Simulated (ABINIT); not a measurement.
# BN (P6_3mc): bands and cutoff in G0W0 with ABINIT, part 2 of 2

Aim: raise bands and screening cutoff together for BN (P6_3mc) and follow gap and time.

ABINIT 10.8.3; PBE and many-body steps on it, plane waves. Known limits of the many-body steps: not at the basis limit; coarse k mesh.

So far. Step 3 (Screening, 6×6×4 mesh, 82 bands, screening to 149.7 eV): Local fields lower ε∞ by 7 %. On a Γ-centred mesh this coarse the value itself is usually too large, while a short band sum pulls it down. Step 4 (82 bands, 149.7 eV): The gap on the mesh goes from 5.28 eV to 6.64 eV, a correction of +1.36 eV.

The database entry behind the starting cell has ideal inner coordinates that were not refined, so it need not match the best structure at ambient conditions.

## 6. 125 bands, 203.5 eV

This step: G0W0 on PBE, plane waves, norm-conserving pseudopotentials.

Contents of run.abi:

```
acell 3*1.0 Angstrom
rprim 
  2.536000000002 -0.000000000000 0.000000000000
  -1.268000000000 2.196240423999 0.000000000000
  0.000000000000 0.000000000000 4.199000000000
ntypat 2
znucl 5 7
natom 4
typat 1 1 2 2
xred 
  0.666666666667 0.333333333333 0.000000000000
  0.333333333333 0.666666666667 0.500000000000
  0.666666666667 0.333333333333 0.375000000000
  0.333333333333 0.666666666667 0.875000000000
pp_dirpath "pseudos"
pseudos "B.upf, N.upf"
ecut 36
ngkpt 6 6 4
nshiftk 1
shiftk 0 0 0
kptopt 1
chksymbreak 0
istwfk *1
occopt 1
irdwfk 1
optdriver 4
nband 125
gwcalctyp 0
ecutsigx 36
symsigma 1
nkptgw 6
kptgw 
  0.0000000000 0.0000000000 0.0000000000
  0.3333333333 0.3333333333 0.0000000000
  0.1666666667 0.0000000000 0.0000000000
  0.5000000000 0.0000000000 0.0000000000
  0.0000000000 0.0000000000 0.5000000000
  0.5000000000 0.0000000000 0.5000000000
bdgw 
  7 10
  7 11
  7 10
  7 10
  5 10
  7 10
ecuteps 7.48
irdscr 1
ppmodel 1
indata_prefix "in"
outdata_prefix "out"
tmpdata_prefix "tmp"
```

On the command line:

```
OMP_NUM_THREADS=1 mpirun -n 4 abinit run.abi > log
```

The log of the run:

```text
.Version 10.8.3 of ABINIT. v10.8.2 released Aug 2026.

 Symmetries : space group P6_3 m c (#186); Bravais hP (primitive hexag.)
[... echo of the input left out ...]
== DATASET  1 ==================================================================
-   mpi_nproc: 4, omp_nthreads: 1 (-1 if OMP is not activated)

--- !DatasetInfo
iteration_state: {dtset: 1, }
dimensions: {natom: 4, nkpt: 21, mband: 125, nsppol: 1, nspinor: 1, nspden: 1, mpw: 1677, }
cutoff_energies: {ecut:  36.0, pawecutdg:  -1.0, }
electrons: {nelect:   1.60000000E+01, charge:   0.00000000E+00, occopt:   1.00000000E+00, tsmear:   1.00000000E-02, }

 SIGMA: Calculation of the GW corrections

 Based on a program developped by R.W. Godby, V. Olevano, G. Onida, and L. Reining.
 Incorporated in ABINIT by V. Olevano, G.-M. Rignanese, and M. Torrent.
.Using double precision arithmetic ; gwpc =  8

[... cell and pseudopotentials left out ...]
--------------------------------------------------------------------------------

 ==== K-mesh for the wavefunctions ====
 Number of points in the irreducible wedge :    21
[... list of points left out ...]
 Together with 12 symmetry operations and time-reversal symmetry
 yields   144 points in the full Brillouin Zone.

 ==== Q-mesh for screening function ====
 Number of points in the irreducible wedge :    21
[... list of points left out ...]
 Together with 12 symmetry operations and time-reversal symmetry
 yields   144 points in the full Brillouin Zone.

 vcoul_init : cutoff-mode = AUXILIARY_FUNCTION
 q-points for optical limit:   1
     1)      0.000010    0.000020    0.000030
 setmesh: FFT mesh size selected  =    27x   27x   48
          total number of points  =        34992

 Number of electrons calculated from density =   16.0000; Expected =   16.0000
[...]
--- !SelfEnergy_ee
iteration_state: {dtset: 1, }
kpoint     : [   0.333,    0.333,    0.000, ]
spin       : 1
KS_gap     :   10.725
QP_gap     :   12.801
Delta_QP_KS:    2.077
data: !SigmaeeData |
     Band     E0 <VxcDFT>   SigX SigC(E0)      Z dSigC/dE  Sig(E)    E-E0       E
[...]
--- !SelfEnergy_ee
iteration_state: {dtset: 1, }
kpoint     : [   0.167,    0.000,    0.000, ]
spin       : 1
KS_gap     :    8.451
QP_gap     :   10.247
Delta_QP_KS:    1.796
data: !SigmaeeData |
     Band     E0 <VxcDFT>   SigX SigC(E0)      Z dSigC/dE  Sig(E)    E-E0       E
[...]
--- !SelfEnergy_ee
iteration_state: {dtset: 1, }
kpoint     : [   0.500,    0.000,    0.000, ]
spin       : 1
KS_gap     :    9.005
QP_gap     :   10.726
Delta_QP_KS:    1.720
data: !SigmaeeData |
     Band     E0 <VxcDFT>   SigX SigC(E0)      Z dSigC/dE  Sig(E)    E-E0       E
[...]
--- !SelfEnergy_ee
iteration_state: {dtset: 1, }
kpoint     : [   0.000,    0.000,    0.500, ]
spin       : 1
KS_gap     :   10.859
QP_gap     :   12.811
Delta_QP_KS:    1.952
data: !SigmaeeData |
     Band     E0 <VxcDFT>   SigX SigC(E0)      Z dSigC/dE  Sig(E)    E-E0       E
[...]
--- !SelfEnergy_ee
iteration_state: {dtset: 1, }
kpoint     : [   0.500,    0.000,    0.500, ]
spin       : 1
KS_gap     :   10.305
QP_gap     :   12.258
Delta_QP_KS:    1.953
data: !SigmaeeData |
     Band     E0 <VxcDFT>   SigX SigC(E0)      Z dSigC/dE  Sig(E)    E-E0       E
[...]
9  15.218 -13.150  -7.406  -4.817   0.849  -0.177 -12.362   0.788  16.005
       10  15.218 -13.150  -7.406  -4.817   0.849  -0.177 -12.362   0.788  16.005

== END DATASET(S) ==============================================================
================================================================================

 -outvars: echo values of variables after computation  --------
           etotal      0.0000000000E+00
            nband         125
             nkpt          21
          spgroup         186
 [... the other variables as echoed above ...]

 Calculation completed.
```

Run time: 35 s. Hardware: 4 MPI ranks of Arm Neoverse V1, shared host; peak memory 0.87 GiB.

Numbers from this step:

```yaml
g0w0_gap_on_the_mesh: 6.753 eV
starting_gap_on_the_mesh: 5.280 eV
k_of_the_valence_top: 0, 0, 0
k_of_the_conduction_bottom: 0.3333, 0.3333, 0
z_at_the_valence_top: 0.828
z_at_the_conduction_bottom: 0.859
least_direct_g0w0_gap_on_the_computed_points: 10.25 eV
```

Against G0W0 in ABINIT (6×6×4 mesh, 82 bands, screening to 149.7 eV, Godby-Needs plasmon pole), the gap moves by +0.113 eV.

## 7. Screening, 6×6×4 mesh, 187 bands, screening to 269.4 eV

This step: RPA screening on PBE, plane waves, norm-conserving pseudopotentials.

Contents of run.abi:

```
acell 3*1.0 Angstrom
rprim 
  2.536000000002 -0.000000000000 0.000000000000
  -1.268000000000 2.196240423999 0.000000000000
  0.000000000000 0.000000000000 4.199000000000
ntypat 2
znucl 5 7
natom 4
typat 1 1 2 2
xred 
  0.666666666667 0.333333333333 0.000000000000
  0.333333333333 0.666666666667 0.500000000000
  0.666666666667 0.333333333333 0.375000000000
  0.333333333333 0.666666666667 0.875000000000
pp_dirpath "pseudos"
pseudos "B.upf, N.upf"
ecut 36
ngkpt 6 6 4
nshiftk 1
shiftk 0 0 0
kptopt 1
chksymbreak 0
istwfk *1
occopt 1
irdwfk 1
optdriver 3
nband 187
ecuteps 9.9
inclvkb 2
awtr 1
symchi 1
indata_prefix "in"
outdata_prefix "out"
tmpdata_prefix "tmp"
```

The log of the run:

```text
.Version 10.8.3 of ABINIT. v10.8.2 released Aug 2026.

 Symmetries : space group P6_3 m c (#186); Bravais hP (primitive hexag.)
[... echo of the input left out ...]
== DATASET  1 ==================================================================
-   mpi_nproc: 4, omp_nthreads: 1 (-1 if OMP is not activated)

--- !DatasetInfo
iteration_state: {dtset: 1, }
dimensions: {natom: 4, nkpt: 21, mband: 187, nsppol: 1, nspinor: 1, nspden: 1, mpw: 1677, }
cutoff_energies: {ecut:  36.0, pawecutdg:  -1.0, }
[...]
--------------------------------------------------------------------------------
[... chi0 elements left out ...]
 For q-point:  0.000010 0.000020 0.000030
  dielectric constant =   4.3397
  dielectric constant without local fields =   4.6895

  Average fulfillment of the sum rule on Im[epsilon] for q-point    1 :     94.73  [%]
[... wings left out ...]
  q-point number  2        q = ( 0.166667, 0.000000, 0.000000) [r.l.u.]
--------------------------------------------------------------------------------
[... chi0 elements left out ...]
  Average fulfillment of the sum rule on Im[epsilon] for q-point    2 :     98.24  [%]

 [... 19 further q-points ...]
```

Elapsed: 3 min, on 4 MPI ranks; peak memory 1.2 GiB; 12 min of CPU time.

This step gave:

| Item | Value |
| --- | --- |
| ε∞ with local fields, on this mesh, along the program's q direction | 4.340 |
| the same without local fields | 4.689 |
| plasma frequency | 30.71 eV |
| plane waves in the screening matrix | 245 |

## 8. 187 bands, 269.4 eV

This step: G0W0 on PBE, plane waves, norm-conserving pseudopotentials.

run.abi, as its differences from that of step 7:

```diff
@@ -25,8 +25,25 @@
 irdwfk 1
-optdriver 3
+optdriver 4
 nband 187
+gwcalctyp 0
+ecutsigx 36
+symsigma 1
+nkptgw 6
+kptgw 
+  0.0000000000 0.0000000000 0.0000000000
+  0.3333333333 0.3333333333 0.0000000000
+  0.1666666667 0.0000000000 0.0000000000
+  0.5000000000 0.0000000000 0.0000000000
+  0.0000000000 0.0000000000 0.5000000000
+  0.5000000000 0.0000000000 0.5000000000
+bdgw 
+  7 10
+  7 11
+  7 10
+  7 10
+  5 10
+  7 10
 ecuteps 9.9
-inclvkb 2
-awtr 1
-symchi 1
+irdscr 1
+ppmodel 1
 indata_prefix "in"
```

The log of the run:

```text
.Version 10.8.3 of ABINIT. v10.8.2 released Aug 2026.

 Symmetries : space group P6_3 m c (#186); Bravais hP (primitive hexag.)
[... echo of the input left out ...]
== DATASET  1 ==================================================================
-   mpi_nproc: 4, omp_nthreads: 1 (-1 if OMP is not activated)

--- !DatasetInfo
iteration_state: {dtset: 1, }
dimensions: {natom: 4, nkpt: 21, mband: 187, nsppol: 1, nspinor: 1, nspden: 1, mpw: 1677, }
cutoff_energies: {ecut:  36.0, pawecutdg:  -1.0, }
[...]
Band     E0 <VxcDFT>   SigX SigC(E0)      Z dSigC/dE  Sig(E)    E-E0       E
[...]
9  15.218 -13.150  -7.406  -4.905   0.849  -0.178 -12.438   0.712  15.929
       10  15.218 -13.150  -7.406  -4.905   0.849  -0.178 -12.438   0.712  15.930

== END DATASET(S) ==============================================================
================================================================================

 -outvars: echo values of variables after computation  --------
           etotal      0.0000000000E+00
            nband         187
             nkpt          21
          spgroup         186
 [... the other variables as echoed above ...]

 Calculation completed.
```

It took 2.1 min on 4 MPI ranks; peak memory 1.4 GiB; 8.5 min of CPU time.

This step gave:

```yaml
g0w0_gap_on_the_mesh: 6.844 eV
starting_gap_on_the_mesh: 5.280 eV
k_of_the_valence_top: 0, 0, 0
k_of_the_conduction_bottom: 0.3333, 0.3333, 0
least_direct_g0w0_gap_on_the_computed_points: 10.31 eV
```

Against G0W0 in ABINIT (6×6×4 mesh, 125 bands, screening to 203.5 eV, Godby-Needs plasmon pole), the gap moves by +0.091 eV.

## 9. Screening, 6×6×4 mesh, 283 bands, screening to 359.2 eV

This step: RPA screening on PBE, plane waves, norm-conserving pseudopotentials.

Contents of run.abi:

```
acell 3*1.0 Angstrom
rprim 
  2.536000000002 -0.000000000000 0.000000000000
  -1.268000000000 2.196240423999 0.000000000000
  0.000000000000 0.000000000000 4.199000000000
ntypat 2
znucl 5 7
natom 4
typat 1 1 2 2
xred 
  0.666666666667 0.333333333333 0.000000000000
  0.333333333333 0.666666666667 0.500000000000
  0.666666666667 0.333333333333 0.375000000000
  0.333333333333 0.666666666667 0.875000000000
pp_dirpath "pseudos"
pseudos "B.upf, N.upf"
ecut 36
ngkpt 6 6 4
nshiftk 1
shiftk 0 0 0
kptopt 1
chksymbreak 0
istwfk *1
occopt 1
irdwfk 1
optdriver 3
nband 283
ecuteps 13.2
inclvkb 2
awtr 1
symchi 1
indata_prefix "in"
outdata_prefix "out"
tmpdata_prefix "tmp"
```

The log of the run:

```text
.Version 10.8.3 of ABINIT. v10.8.2 released Aug 2026.

 Symmetries : space group P6_3 m c (#186); Bravais hP (primitive hexag.)
[... echo of the input left out ...]
== DATASET  1 ==================================================================
-   mpi_nproc: 4, omp_nthreads: 1 (-1 if OMP is not activated)

--- !DatasetInfo
iteration_state: {dtset: 1, }
dimensions: {natom: 4, nkpt: 21, mband: 283, nsppol: 1, nspinor: 1, nspden: 1, mpw: 1677, }
cutoff_energies: {ecut:  36.0, pawecutdg:  -1.0, }
[...]
--------------------------------------------------------------------------------
[... chi0 elements left out ...]
 For q-point:  0.000010 0.000020 0.000030
  dielectric constant =   4.3376
  dielectric constant without local fields =   4.6897

  Average fulfillment of the sum rule on Im[epsilon] for q-point    1 :     97.77  [%]
[... wings left out ...]
  q-point number  2        q = ( 0.166667, 0.000000, 0.000000) [r.l.u.]
--------------------------------------------------------------------------------
[... chi0 elements left out ...]
  Average fulfillment of the sum rule on Im[epsilon] for q-point    2 :     99.83  [%]

 [... 19 further q-points ...]
```

The job ended after 6.9 min (4 MPI ranks; peak memory 1.7 GiB).

This step gave:

```
ε∞ with local fields, on this mesh, along the program's q direction : 4.338
the same without local fields                                       : 4.690
plasma frequency                                                    : 30.71 eV
plane waves in the screening matrix                                 : 373
```

## 10. 283 bands, 359.2 eV

This step: G0W0 on PBE, plane waves, norm-conserving pseudopotentials.

run.abi, as its differences from that of step 9:

```diff
@@ -25,8 +25,25 @@
 irdwfk 1
-optdriver 3
+optdriver 4
 nband 283
+gwcalctyp 0
+ecutsigx 36
+symsigma 1
+nkptgw 6
+kptgw 
+  0.0000000000 0.0000000000 0.0000000000
+  0.3333333333 0.3333333333 0.0000000000
+  0.1666666667 0.0000000000 0.0000000000
+  0.5000000000 0.0000000000 0.0000000000
+  0.0000000000 0.0000000000 0.5000000000
+  0.5000000000 0.0000000000 0.5000000000
+bdgw 
+  7 10
+  7 11
+  7 10
+  7 10
+  5 10
+  7 10
 ecuteps 13.2
-inclvkb 2
-awtr 1
-symchi 1
+irdscr 1
+ppmodel 1
 indata_prefix "in"
```

The log of the run:

```text
.Version 10.8.3 of ABINIT. v10.8.2 released Aug 2026.

 Symmetries : space group P6_3 m c (#186); Bravais hP (primitive hexag.)
[... echo of the input left out ...]
== DATASET  1 ==================================================================
-   mpi_nproc: 4, omp_nthreads: 1 (-1 if OMP is not activated)

--- !DatasetInfo
iteration_state: {dtset: 1, }
dimensions: {natom: 4, nkpt: 21, mband: 283, nsppol: 1, nspinor: 1, nspden: 1, mpw: 1677, }
cutoff_energies: {ecut:  36.0, pawecutdg:  -1.0, }
[...]
Band     E0 <VxcDFT>   SigX SigC(E0)      Z dSigC/dE  Sig(E)    E-E0       E
[...]
9  15.218 -13.150  -7.406  -4.964   0.849  -0.178 -12.488   0.662  15.879
       10  15.218 -13.150  -7.406  -4.964   0.849  -0.178 -12.488   0.662  15.879

== END DATASET(S) ==============================================================
================================================================================

 -outvars: echo values of variables after computation  --------
           etotal      0.0000000000E+00
            nband         283
             nkpt          21
          spgroup         186
 [... the other variables as echoed above ...]

 Calculation completed.
```

Run time: 7 min. Hardware: 4 MPI ranks; peak memory 2.2 GiB.

This step gave:

- G0W0 gap on the mesh: 6.907 eV
- starting gap on the mesh: 5.280 eV
- k of the valence top: 0, 0, 0
- k of the conduction bottom: 0.3333, 0.3333, 0
- least direct G0W0 gap on the computed points: 10.35 eV

Against G0W0 in ABINIT (6×6×4 mesh, 187 bands, screening to 269.4 eV, Godby-Needs plasmon pole), the gap moves by +0.063 eV.

## 11. Screening, 6×6×4 mesh, 417 bands, screening to 466.9 eV

This step: RPA screening on PBE, plane waves, norm-conserving pseudopotentials.

Contents of run.abi:

```
acell 3*1.0 Angstrom
rprim 
  2.536000000002 -0.000000000000 0.000000000000
  -1.268000000000 2.196240423999 0.000000000000
  0.000000000000 0.000000000000 4.199000000000
ntypat 2
znucl 5 7
natom 4
typat 1 1 2 2
xred 
  0.666666666667 0.333333333333 0.000000000000
  0.333333333333 0.666666666667 0.500000000000
  0.666666666667 0.333333333333 0.375000000000
  0.333333333333 0.666666666667 0.875000000000
pp_dirpath "pseudos"
pseudos "B.upf, N.upf"
ecut 36
ngkpt 6 6 4
nshiftk 1
shiftk 0 0 0
kptopt 1
chksymbreak 0
istwfk *1
occopt 1
irdwfk 1
optdriver 3
nband 417
ecuteps 17.16
inclvkb 2
awtr 1
symchi 1
indata_prefix "in"
outdata_prefix "out"
tmpdata_prefix "tmp"
```

The log of the run:

```text
.Version 10.8.3 of ABINIT. v10.8.2 released Aug 2026.

 Symmetries : space group P6_3 m c (#186); Bravais hP (primitive hexag.)
[... echo of the input left out ...]
== DATASET  1 ==================================================================
-   mpi_nproc: 4, omp_nthreads: 1 (-1 if OMP is not activated)

--- !DatasetInfo
iteration_state: {dtset: 1, }
dimensions: {natom: 4, nkpt: 21, mband: 417, nsppol: 1, nspinor: 1, nspden: 1, mpw: 1677, }
cutoff_energies: {ecut:  36.0, pawecutdg:  -1.0, }
[...]
--------------------------------------------------------------------------------
[... chi0 elements left out ...]
 For q-point:  0.000010 0.000020 0.000030
  dielectric constant =   4.3359
  dielectric constant without local fields =   4.6897

  Average fulfillment of the sum rule on Im[epsilon] for q-point    1 :     99.52  [%]
[... wings left out ...]
  q-point number  2        q = ( 0.166667, 0.000000, 0.000000) [r.l.u.]
--------------------------------------------------------------------------------
[... chi0 elements left out ...]
  Average fulfillment of the sum rule on Im[epsilon] for q-point    2 :    100.75  [%]

 [... 19 further q-points ...]
```

Wall time 19 min (4 MPI ranks); peak memory 2.9 GiB; 74 min of CPU time.

Numbers from this step:

| Item | Value |
| --- | --- |
| ε∞ with local fields, on this mesh, along the program's q direction | 4.336 |
| the same without local fields | 4.690 |
| plasma frequency | 30.71 eV |
| plane waves in the screening matrix | 549 |

## 12. 417 bands, 466.9 eV

This step: G0W0 on PBE, plane waves, norm-conserving pseudopotentials.

run.abi, as its differences from that of step 11:

```diff
@@ -25,8 +25,25 @@
 irdwfk 1
-optdriver 3
+optdriver 4
 nband 417
+gwcalctyp 0
+ecutsigx 36
+symsigma 1
+nkptgw 6
+kptgw 
+  0.0000000000 0.0000000000 0.0000000000
+  0.3333333333 0.3333333333 0.0000000000
+  0.1666666667 0.0000000000 0.0000000000
+  0.5000000000 0.0000000000 0.0000000000
+  0.0000000000 0.0000000000 0.5000000000
+  0.5000000000 0.0000000000 0.5000000000
+bdgw 
+  7 10
+  7 11
+  7 10
+  7 10
+  5 10
+  7 10
 ecuteps 17.16
-inclvkb 2
-awtr 1
-symchi 1
+irdscr 1
+ppmodel 1
 indata_prefix "in"
```

The log of the run:

```text
.Version 10.8.3 of ABINIT. v10.8.2 released Aug 2026.

 Symmetries : space group P6_3 m c (#186); Bravais hP (primitive hexag.)
[... echo of the input left out ...]
== DATASET  1 ==================================================================
-   mpi_nproc: 4, omp_nthreads: 1 (-1 if OMP is not activated)

--- !DatasetInfo
iteration_state: {dtset: 1, }
dimensions: {natom: 4, nkpt: 21, mband: 417, nsppol: 1, nspinor: 1, nspden: 1, mpw: 1677, }
cutoff_energies: {ecut:  36.0, pawecutdg:  -1.0, }
[...]
Band     E0 <VxcDFT>   SigX SigC(E0)      Z dSigC/dE  Sig(E)    E-E0       E
[...]
9  15.218 -13.150  -7.406  -4.997   0.848  -0.179 -12.517   0.633  15.851
       10  15.218 -13.150  -7.406  -4.997   0.848  -0.179 -12.517   0.633  15.851

== END DATASET(S) ==============================================================
================================================================================

 -outvars: echo values of variables after computation  --------
           etotal      0.0000000000E+00
            nband         417
             nkpt          21
          spgroup         186
 [... the other variables as echoed above ...]

 Calculation completed.
```

The job ended after 22 min (4 MPI ranks; peak memory 3.9 GiB; 88 min of CPU time).

Numbers from this step:

```
G0W0 gap on the mesh                         : 6.946 eV
starting gap on the mesh                     : 5.280 eV
k of the valence top                         : 0, 0, 0
k of the conduction bottom                   : 0.3333, 0.3333, 0
least direct G0W0 gap on the computed points : 10.38 eV
```

Against G0W0 in ABINIT (6×6×4 mesh, 283 bands, screening to 359.2 eV, Godby-Needs plasmon pole), the gap moves by +0.039 eV.

## 13. The runs together

Times are wall times on 4 MPI ranks of Arm Neoverse V1, shared host, good to a factor of about two. A run's time includes the screening step that it read.

```csv
run,mesh,bands,screening cutoff (eV),DFT gap (eV),gap on the mesh (eV),direct (eV),ε∞ used,time
"82 bands, 149.7 eV",6×6×4,82,149.7,5.280,6.640,10.182,4.36,44 s
"125 bands, 203.5 eV",6×6×4,125,203.5,5.280,6.753,10.247,4.35,1.7 min
"187 bands, 269.4 eV",6×6×4,187,269.4,5.280,6.844,10.309,4.34,5.1 min
"283 bands, 359.2 eV",6×6×4,283,359.2,5.280,6.907,10.353,4.34,14 min
"417 bands, 466.9 eV",6×6×4,417,466.9,5.280,6.946,10.381,4.34,41 min
```

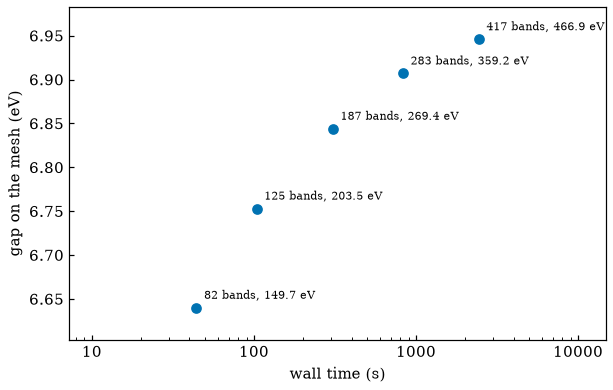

Result against wall time.

## 14. What came out

```json
{
 "82 bands, 149.7 eV": "6.640 eV",
 "125 bands, 203.5 eV": "6.753 eV",
 "187 bands, 269.4 eV": "6.844 eV",
 "283 bands, 359.2 eV": "6.907 eV",
 "417 bands, 466.9 eV": "6.946 eV",
 "known limits": "not at the basis limit; coarse k mesh"
}
```

What this shows: From the first rung to the last the gap moves by +0.31 eV for 55 times the time. The 6×6×4 mesh is coarse for this cell, which bears on the long-range parts of exchange and screening.

[Paths, hosts, dates, memory and timing lines, banners, echoed tables and standing remarks are left out of the program output.]

[Logs are printed without paths, hosts, clocks, repeated set-up lines and the standing remarks that a program may print on its own settings, such as how far it seeks lower states.]

[Runs of the session that timed out or met a known fault of the program may be left out.]

[Hosts, paths, dates, database ids (printed as entryN), source tags and the programs' standing remarks are cut or masked in the printed files.]

[G0W0 gaps are taken among the corrected bands and points alone; a level outside them can change the order at an edge.]

[Where Ansatz stands beside ABINIT at settings called matched, ABINIT's density can come from a denser mesh and the files from another edition; pairs whose starting gaps differed by over 0.03 eV were left out, so agreement reads better than it is.]
